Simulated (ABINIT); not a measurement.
# Quasiparticle gap of AlN (P6_3mc) in ABINIT, part 2 of 3

How does a plane-wave GW calculation on AlN (P6_3mc) run from the first input to the gap?

ABINIT 10.8.3; PBE and many-body steps on it, plane waves. Known limits of the many-body steps: not at the basis limit.

So far. Step 2 (Ground state): The gap is direct, at Γ.

The database entry behind the starting cell differs from later determinations by our own check (inner coordinate u about 0.002 short), so it need not match the best structure at ambient conditions.

## Step 3: Bands along the symmetry lines

Level of this step: DFT, PBE, plane waves, norm-conserving pseudopotentials (ABINIT).

Levels along a band path, at the cheap level, show where the edges lie and whether the meshes to come will hold them.

run.abi

```
acell 3*1.0 Angstrom
rprim 
  3.113000000011 -0.000000000003 0.000000000000
  -1.556500000003 2.695937081992 0.000000000000
  0.000000000000 0.000000000000 4.981000000000
ntypat 2
znucl 13 7
natom 4
typat 1 1 2 2
xred 
  0.333333333333 0.666666666667 0.000000000000
  0.666666666667 0.333333333333 0.500000000000
  0.333333333333 0.666666666667 0.380000000000
  0.666666666667 0.333333333333 0.880000000000
pp_dirpath "pseudos"
pseudos "Al.upf, N.upf"
ecut 36
iscf -2
irdden 1
kptopt 0
nkpt 75
kpt 
  0.00000000 0.00000000 0.00000000
  0.06250000 0.00000000 0.00000000
  0.12500000 0.00000000 0.00000000
  0.18750000 0.00000000 0.00000000
  0.25000000 0.00000000 0.00000000
  0.31250000 0.00000000 0.00000000
  0.37500000 0.00000000 0.00000000
  0.43750000 0.00000000 0.00000000
  0.50000000 0.00000000 0.00000000
  0.47916667 0.04166667 0.00000000
  0.45833333 0.08333333 0.00000000
  0.43750000 0.12500000 0.00000000
  0.41666666 0.16666666 0.00000000
  0.39583333 0.20833333 0.00000000
  0.37500000 0.25000000 0.00000000
  0.35416666 0.29166666 0.00000000
  0.33333333 0.33333333 0.00000000
  0.29166666 0.29166666 0.00000000
  0.25000000 0.25000000 0.00000000
  0.20833333 0.20833333 0.00000000
  0.16666666 0.16666666 0.00000000
  0.12500000 0.12500000 0.00000000
  0.08333333 0.08333333 0.00000000
  0.04166667 0.04166667 0.00000000
  0.00000000 0.00000000 0.00000000
  0.00000000 0.00000000 0.06250000
  0.00000000 0.00000000 0.12500000
  0.00000000 0.00000000 0.18750000
  0.00000000 0.00000000 0.25000000
  0.00000000 0.00000000 0.31250000
  0.00000000 0.00000000 0.37500000
  0.00000000 0.00000000 0.43750000
  0.00000000 0.00000000 0.50000000
  0.06250000 0.00000000 0.50000000
  0.12500000 0.00000000 0.50000000
  0.18750000 0.00000000 0.50000000
  0.25000000 0.00000000 0.50000000
  0.31250000 0.00000000 0.50000000
  0.37500000 0.00000000 0.50000000
  0.43750000 0.00000000 0.50000000
  0.50000000 0.00000000 0.50000000
  0.47916667 0.04166667 0.50000000
  0.45833333 0.08333333 0.50000000
  0.43750000 0.12500000 0.50000000
  0.41666666 0.16666666 0.50000000
  0.39583333 0.20833333 0.50000000
  0.37500000 0.25000000 0.50000000
  0.35416666 0.29166666 0.50000000
  0.33333333 0.33333333 0.50000000
  0.29166666 0.29166666 0.50000000
  0.25000000 0.25000000 0.50000000
  0.20833333 0.20833333 0.50000000
  0.16666666 0.16666666 0.50000000
  0.12500000 0.12500000 0.50000000
  0.08333333 0.08333333 0.50000000
  0.04166667 0.04166667 0.50000000
  0.00000000 0.00000000 0.50000000
  0.50000000 0.00000000 0.50000000
  0.50000000 0.00000000 0.43750000
  0.50000000 0.00000000 0.37500000
  0.50000000 0.00000000 0.31250000
  0.50000000 0.00000000 0.25000000
  0.50000000 0.00000000 0.18750000
  0.50000000 0.00000000 0.12500000
  0.50000000 0.00000000 0.06250000
  0.50000000 0.00000000 0.00000000
  0.33333333 0.33333333 0.50000000
  0.33333333 0.33333333 0.43750000
  0.33333333 0.33333333 0.37500000
  0.33333333 0.33333333 0.31250000
  0.33333333 0.33333333 0.25000000
  0.33333333 0.33333333 0.18750000
  0.33333333 0.33333333 0.12500000
  0.33333333 0.33333333 0.06250000
  0.33333333 0.33333333 0.00000000
istwfk *1
nband 15
nbdbuf 2
tolwfr 1e-08
nstep 40
prtwf 0
prtvol 0
indata_prefix "in"
outdata_prefix "out"
tmpdata_prefix "tmp"
```

Command:

```
$ OMP_NUM_THREADS=1 mpirun -n 8 abinit run.abi > log
```

Numbers of over 12 decimals in the logs are rounded to 6 here.

Log:

```text
.Version 10.8.3 of ABINIT. v10.8.2 released Aug 2026.

 Symmetries : space group P6_3 m c (#186); Bravais hP (primitive hexag.)
[... echo of the input left out ...]
== DATASET  1 ==================================================================
-   mpi_nproc: 8, omp_nthreads: 1 (-1 if OMP is not activated)

--- !DatasetInfo
iteration_state: {dtset: 1, }
dimensions: {natom: 4, nkpt: 75, mband: 15, nsppol: 1, nspinor: 1, nspden: 1, mpw: 2937, }
cutoff_energies: {ecut:  36.0, pawecutdg:  -1.0, }
electrons: {nelect:   1.60000000E+01, charge:   0.00000000E+00, occopt:   1.00000000E+00, tsmear:   1.00000000E-02, }

 Real(R)+Recip(G) space primitive vectors, cartesian coordinates (Bohr,Bohr^-1):
 R(1)=  5.8827174  0.0000000  0.0000000  G(1)=  0.1699895  0.0981435  0.0000000
 R(2)= -2.9413587  5.0945827  0.0000000  G(2)=  0.0000000  0.1962869  0.0000000
 R(3)=  0.0000000  0.0000000  9.4127258  G(3)=  0.0000000  0.0000000  0.1062392
 Unit cell volume ucvol=  2.8209931E+02 bohr^3
 Angles (23,13,12)=  9.00000000E+01  9.00000000E+01  1.20000000E+02 degrees

 getcut: wavevector=  0.0000  0.0000  0.0000  ngfft=  32  32  54
         ecut(hartree)=     36.000   => boxcut(ratio)=   2.01398

--- Pseudopotential description ------------------------------------------------
- Al Generated using ONCVPSP code by D. R. Hamann
- 13.00000   3.00000  171031                  znucl, zion, pspdat
12 -101130 2 -1 1876                          pspcod,pspxc,lmax,lloc,mmax
     nproj     2     2     2
  pspatm : epsatm=    4.08140545
         --- l  ekb(1:nproj) -->
             0    5.126667    0.728291
             1    7.287548    0.832437
             2   -2.770497   -0.637722
 pspatm: atomic psp has been read  and splines computed

- N Generated using ONCVPSP code by D. R. Hamann
-  7.00000   5.00000  171031                  znucl, zion, pspdat
12 -101130 1 -1 1058                          pspcod,pspxc,lmax,lloc,mmax
     nproj     2     2     0
  pspatm : epsatm=    5.20977870
         --- l  ekb(1:nproj) -->
[...]
pspatm: atomic psp has been read  and splines computed

--------------------------------------------------------------------------------

================================================================================
 prteigrs : about to open file out_EIG
 Non-SCF case, kpt    1 (  0.00000  0.00000  0.00000), residuals and eigenvalues=
  1.35E-09  4.38E-09  3.93E-09  2.05E-09  5.49E-09  1.86E-09  4.78E-09  7.86E-09
  2.98E-09  4.96E-09  7.19E-09  9.62E-09  7.48E-09  1.71E-07  1.65E-08
 -3.6127E-01 -2.8223E-01 -2.4254E-02  1.6476E-01  1.6476E-01  1.8869E-01
  1.8869E-01  1.9530E-01  3.5040E-01  4.4063E-01  5.8456E-01  6.0656E-01
[...]
Non-SCF case, kpt    2 (  0.06250  0.00000  0.00000), residuals and eigenvalues=
  8.26E-09  8.40E-09  3.03E-09  4.39E-09  2.18E-09  4.03E-09  2.76E-09  8.04E-09
[...]
Non-SCF case, kpt   74 (  0.33333  0.33333  0.06250), residuals and eigenvalues=
[...]
Non-SCF case, kpt   75 (  0.33333  0.33333  0.00000), residuals and eigenvalues=
[...]
-2.6958E-01 -2.6958E-01  1.9329E-02  5.7384E-02  5.7384E-02  1.0651E-01
  1.0816E-01  1.0816E-01  3.8180E-01  5.0314E-01  5.5167E-01  5.5167E-01
[...]
--- !ResultsGS
iteration_state: {dtset: 1, }
comment   : Summary of ground state results
lattice_vectors:
- [  5.8827174,  -0.0000000,   0.0000000, ]
- [ -2.9413587,   5.0945827,   0.0000000, ]
- [  0.0000000,   0.0000000,   9.4127258, ]
lattice_lengths: [   5.88272,    5.88272,    9.41273, ]
lattice_angles: [ 90.000,  90.000, 120.000, ] # degrees, (23, 13, 12)
lattice_volume:   2.8209931E+02
convergence: {deltae:  0.000E+00, res2:  0.000E+00, residm:  9.988E-09, diffor:  0.000E+00, }
etotal    :  -2.55880884E+01
entropy   :   0.00000000E+00
fermie    :   1.95302428E-01
cartesian_stress_tensor: null
pressure_GPa: null
xred      :
- [  3.3333E-01,   6.6667E-01,   1.1102E-16, Al]
- [  6.6667E-01,   3.3333E-01,   5.0000E-01, Al]
- [  3.3333E-01,   6.6667E-01,   3.8000E-01,  N]
- [  6.6667E-01,   3.3333E-01,   8.8000E-01,  N]
cartesian_forces: null
force_length_stats: {min: null, max: null, mean: null, }

 Integrated electronic density in atomic spheres:
 ------------------------------------------------
 Atom  Sphere_radius  Integrated_density
[...]
================================================================================

 ----iterations are completed or convergence reached----

 Mean square residual over all n,k,spin=   48.190E-10; max=  99.876E-10
 reduced coordinates (array xred) for    4 atoms
[...]
0.333333333333      0.666666666667      0.380000000000
       0.666666666667      0.333333333333      0.880000000000

 cartesian coordinates (angstrom) at end:
    1      1.67e-12     1.797291     0.000000
    2      1.556500     0.898646     2.490500
    3      1.67e-12     1.797291     1.892780
    4      1.556500     0.898646     4.383280
 length scales=  1.889726125908  1.889726125908  1.889726125908 bohr
              =  1.000000000000  1.000000000000  1.000000000000 angstroms
 prteigrs : about to open file out_EIG
 Eigenvalues (hartree) for nkpt=  75  k points:
 kpt#   1, nband= 15, wtk=  1.00000, kpt=  0.0000  0.0000  0.0000 (reduced coord)
[...]
kpt#   2, nband= 15, wtk=  1.00000, kpt=  0.0625  0.0000  0.0000 (reduced coord)
[...]
kpt#   3, nband= 15, wtk=  1.00000, kpt=  0.1250  0.0000  0.0000 (reduced coord)
[...]
kpt#  74, nband= 15, wtk=  1.00000, kpt=  0.3333  0.3333  0.0625 (reduced coord)
  -0.26951   -0.26951    0.01992    0.05462    0.05462    0.10520    0.11158    0.11158
   0.38397    0.50288    0.54836    0.54836    0.62090    0.62090    0.67785
 kpt#  75, nband= 15, wtk=  1.00000, kpt=  0.3333  0.3333  0.0000 (reduced coord)
  -0.26958   -0.26958    0.01933    0.05738    0.05738    0.10651    0.10816    0.10816
   0.38180    0.50314    0.55167    0.55167    0.61993    0.61993    0.67792

== END DATASET(S) ==============================================================
================================================================================

 -outvars: echo values of variables after computation  --------
            nband          15
             nkpt          75
          spgroup         186
 [... the other variables as echoed above ...]

 Calculation completed.
```

The job ended after 5.4 s (8 MPI ranks of Intel Xeon 6975P-C (Granite Rapids), shared host; peak memory 0.58 GiB).

This step gave:

```yaml
gap: 4.220 eV
k_of_the_valence_top: 0, 0, 0
k_of_the_conduction_bottom: 0, 0, 0
least_direct_gap: 4.220 eV
```

The gap is 4.220 eV, as in the run before at this level.

Electronic bands along the path, in eV, zero at the top of the highest filled band; v1 is the highest filled band, c1 the lowest empty one:

| point | v4 | v3 | v2 | v1 | c1 | c2 | c3 | c4 |
| --- | --- | --- | --- | --- | --- | --- | --- | --- |
| Γ | -0.83 | -0.18 | -0.18 | 0.00 | 4.22 | 6.68 | 10.59 | 11.19 |
| M | -3.33 | -2.06 | -1.77 | -0.66 | 5.83 | 5.84 | 8.21 | 10.30 |
| K | -3.75 | -2.42 | -2.37 | -2.37 | 5.07 | 8.38 | 9.70 | 9.70 |
| Γ | -0.83 | -0.18 | -0.18 | 0.00 | 4.22 | 6.68 | 10.59 | 11.19 |
| A | -0.51 | -0.51 | -0.51 | -0.51 | 6.47 | 6.47 | 10.35 | 10.35 |
| L | -1.44 | -1.44 | -1.35 | -1.35 | 5.34 | 5.34 | 9.32 | 9.32 |
| H | -3.83 | -3.83 | -0.78 | -0.78 | 7.44 | 7.44 | 7.88 | 7.88 |
| A | -0.51 | -0.51 | -0.51 | -0.51 | 6.47 | 6.47 | 10.35 | 10.35 |
| jump to L | -1.44 | -1.44 | -1.35 | -1.35 | 5.34 | 5.34 | 9.32 | 9.32 |
| M | -3.33 | -2.06 | -1.77 | -0.66 | 5.83 | 5.84 | 8.21 | 10.30 |
| jump to H | -3.83 | -3.83 | -0.78 | -0.78 | 7.44 | 7.44 | 7.88 | 7.88 |
| K | -3.75 | -2.42 | -2.37 | -2.37 | 5.07 | 8.38 | 9.70 | 9.70 |

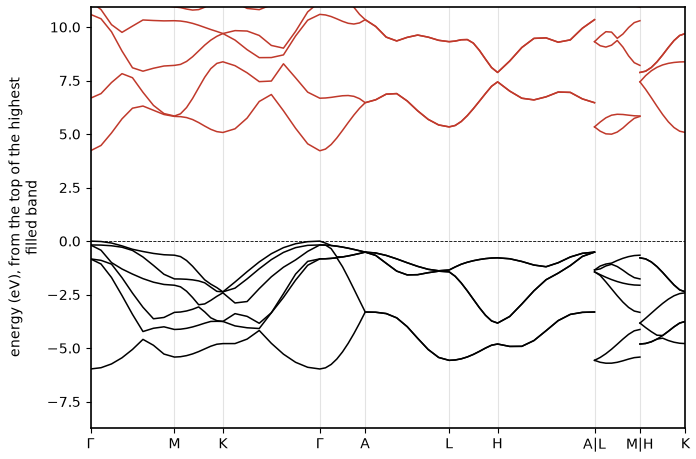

Electronic bands along the path; lines of filled and empty bands in two colours.

## Step 4: Empty states on the mesh, 6×6×4 mesh, 169 bands

The sums over transitions need many empty states on a uniform mesh; this step solves for them.

run.abi

```
acell 3*1.0 Angstrom
rprim 
  3.113000000011 -0.000000000003 0.000000000000
  -1.556500000003 2.695937081992 0.000000000000
  0.000000000000 0.000000000000 4.981000000000
ntypat 2
znucl 13 7
natom 4
typat 1 1 2 2
xred 
  0.333333333333 0.666666666667 0.000000000000
  0.666666666667 0.333333333333 0.500000000000
  0.333333333333 0.666666666667 0.380000000000
  0.666666666667 0.333333333333 0.880000000000
pp_dirpath "pseudos"
pseudos "Al.upf, N.upf"
ecut 36
ngkpt 6 6 4
nshiftk 1
shiftk 0 0 0
kptopt 1
chksymbreak 0
irdden 1
istwfk *1
nband 169
prtvol 0
optdriver 6
gwr_task "HDIAGO"
paral_kgb 0
occopt 1
indata_prefix "in"
outdata_prefix "out"
tmpdata_prefix "tmp"
```

Log:

```text
[banner, memory and clock lines left out]
.Version 10.8.3 of ABINIT. v10.8.2 released Aug 2026.

 Symmetries : space group P6_3 m c (#186); Bravais hP (primitive hexag.)
[... echo of the input left out ...]
== DATASET  1 ==================================================================
-   mpi_nproc: 8, omp_nthreads: 1 (-1 if OMP is not activated)

--- !DatasetInfo
iteration_state: {dtset: 1, }
dimensions: {natom: 4, nkpt: 21, mband: 169, nsppol: 1, nspinor: 1, nspden: 1, mpw: 2934, }
cutoff_energies: {ecut:  36.0, pawecutdg:  -1.0, }
electrons: {nelect:   1.60000000E+01, charge:   0.00000000E+00, occopt:   1.00000000E+00, tsmear:   1.00000000E-02, }

.Using double precision arithmetic; gwpc =  8

- Reading GS density from: in_DEN

--- Pseudopotential description ------------------------------------------------
- Al Generated using ONCVPSP code by D. R. Hamann
- 13.00000   3.00000  171031                  znucl, zion, pspdat
12 -101130 2 -1 1876                          pspcod,pspxc,lmax,lloc,mmax
     nproj     2     2     2
  pspatm : epsatm=    4.08140545
         --- l  ekb(1:nproj) -->
             0    5.126667    0.728291
             1    7.287548    0.832437
             2   -2.770497   -0.637722
 pspatm: atomic psp has been read  and splines computed

- N Generated using ONCVPSP code by D. R. Hamann
-  7.00000   5.00000  171031                  znucl, zion, pspdat
12 -101130 1 -1 1058                          pspcod,pspxc,lmax,lloc,mmax
     nproj     2     2     0
  pspatm : epsatm=    5.20977870
         --- l  ekb(1:nproj) -->
             0    7.494509    0.636305
             1   -4.293905   -1.006988
 pspatm: atomic psp has been read  and splines computed

   2.97317893E+02                                ecore*ucvol(ha*bohr**3)

 Total charge density [el/Bohr^3]
)     Maximum=    5.3940E-01  at reduced coord.    0.7813    0.4063    0.8889
)     Minimum=    1.6705E-03  at reduced coord.    0.3125    0.6563    0.0000
   Integrated=    1.6000E+01

 === KS gaps after direct diagonalization ===
 Direct band gap semiconductor
 Fundamental gap:     4.220 (eV)
   VBM:     5.314 (eV) at k: [ 0.0000E+00,  0.0000E+00,  0.0000E+00]
   CBM:     9.535 (eV) at k: [ 0.0000E+00,  0.0000E+00,  0.0000E+00]
 Direct gap:         4.220 (eV) at k: [ 0.0000E+00,  0.0000E+00,  0.0000E+00]

== END DATASET(S) ==============================================================

 -outvars: echo values of variables after computation  --------
           etotal      0.0000000000E+00
            nband         169
             nkpt          21
          spgroup         186
 [... the other variables as echoed above ...]

 Calculation completed.
```

The job ended after 32 s (8 MPI ranks; peak memory 4.2 GiB; 4.3 min of CPU time).

This step gave:

```yaml
gap: 4.220 eV
k_of_the_valence_top: 0, 0, 0
k_of_the_conduction_bottom: 0, 0, 0
least_direct_gap: 4.220 eV
k_points_computed: 21
lowest_point_of_the_top_converged_band_above_the_valence_top: 122.9230 eV
```

On this mesh the gap is 4.220 eV.

## Step 5: Screening, 6×6×4 mesh, 161 bands, screening to 195.9 eV

The RPA dielectric matrix is built and inverted for each q.

This step: RPA screening on PBE, plane waves, norm-conserving pseudopotentials.

run.abi: that of step 4 with these lines changed.

```diff
@@ -22,10 +22,11 @@
 chksymbreak 0
-irdden 1
 istwfk *1
-nband 169
-prtvol 0
-optdriver 6
-gwr_task "HDIAGO"
-paral_kgb 0
 occopt 1
+irdwfk 1
+optdriver 3
+nband 161
+ecuteps 7.2
+inclvkb 2
+awtr 1
+symchi 1
 indata_prefix "in"
```

Log:

```text
.Version 10.8.3 of ABINIT. v10.8.2 released Aug 2026.

 Symmetries : space group P6_3 m c (#186); Bravais hP (primitive hexag.)
[... echo of the input left out ...]
== DATASET  1 ==================================================================
-   mpi_nproc: 8, omp_nthreads: 1 (-1 if OMP is not activated)

--- !DatasetInfo
iteration_state: {dtset: 1, }
dimensions: {natom: 4, nkpt: 21, mband: 161, nsppol: 1, nspinor: 1, nspden: 1, mpw: 2934, }
cutoff_energies: {ecut:  36.0, pawecutdg:  -1.0, }
electrons: {nelect:   1.60000000E+01, charge:   0.00000000E+00, occopt:   1.00000000E+00, tsmear:   1.00000000E-02, }

 SCREENING: Calculation of the susceptibility and dielectric matrices

 Based on a program developped by R.W. Godby, V. Olevano, G. Onida, and L. Reining.
 Incorporated in ABINIT by V. Olevano, G.-M. Rignanese, and M. Torrent.
.Using double precision arithmetic ; gwpc =  8

[... cell and pseudopotentials left out ...]
--------------------------------------------------------------------------------

 ==== K-mesh for the wavefunctions ====
 Number of points in the irreducible wedge :    21
[... list of points left out ...]
 Together with 12 symmetry operations and time-reversal symmetry
 yields   144 points in the full Brillouin Zone.

 ==== Q-mesh for the screening function ====
 Number of points in the irreducible wedge :    21
[... list of points left out ...]
 Together with 12 symmetry operations and time-reversal symmetry
 yields   144 points in the full Brillouin Zone.

 setmesh: FFT mesh size selected  =    20x   20x   40
          total number of points  =        16000

 vcoul_init : cutoff-mode = AUXILIARY_FUNCTION
 q-points for optical limit:   1
     1)      0.000010    0.000020    0.000030

- screening: taking advantage of time-reversal symmetry
- Maximum band index for partially occupied states nbvw = 8
- Remaining bands to be divided among processors   nbcw = 153
- Number of bands treated by each node ~19

 Number of electrons calculated from density =   16.0000; Expected =   16.0000
 average of density, n =  0.056718
 r_s =    1.6146
 omega_plasma =   22.9728 [eV]

 calculating chi0 at frequencies [eV] :
  1    0.000000E+00    0.000000E+00
  2    0.000000E+00    2.297283E+01

--------------------------------------------------------------------------------
  q-point number  1        q = ( 0.000000, 0.000000, 0.000000) [r.l.u.]
--------------------------------------------------------------------------------
[... chi0 elements left out ...]
 For q-point:  0.000010 0.000020 0.000030
  dielectric constant =   4.2148
  dielectric constant without local fields =   4.6423

  Average fulfillment of the sum rule on Im[epsilon] for q-point    1 :     88.29  [%]
[... wings left out ...]
  q-point number  2        q = ( 0.166667, 0.000000, 0.000000) [r.l.u.]
--------------------------------------------------------------------------------
[... chi0 elements left out ...]
  Average fulfillment of the sum rule on Im[epsilon] for q-point    2 :     93.38  [%]

 [... 19 further q-points ...]
```

Wall time 64 s (8 MPI ranks); peak memory 2.1 GiB; 8.5 min of CPU time.

Numbers from this step:

| Item | Value |
| --- | --- |
| ε∞ with local fields, on this mesh, along the program's q direction | 4.215 |
| the same without local fields | 4.642 |
| plasma frequency | 22.97 eV |
| plane waves in the screening matrix | 263 |

Local fields lower ε∞ by 9 %.

(Continued in part 3 of 3.)

[Paths, hosts, dates, memory and timing lines, banners, echoed tables and standing remarks are left out of the program output.]

[Logs are printed without paths, hosts, clocks, repeated set-up lines and the standing remarks that a program may print on its own settings, such as how far it seeks lower states.]

[Runs of the session that timed out or met a known fault of the program may be left out.]

[Hosts, paths, dates, database ids (printed as entryN), source tags and the programs' standing remarks are cut or masked in the printed files.]

[G0W0 gaps are taken among the corrected bands and points alone; a level outside them can change the order at an edge.]

[Where Ansatz stands beside ABINIT at settings called matched, ABINIT's density can come from a denser mesh and the files from another edition; pairs whose starting gaps differed by over 0.03 eV were left out, so agreement reads better than it is.]
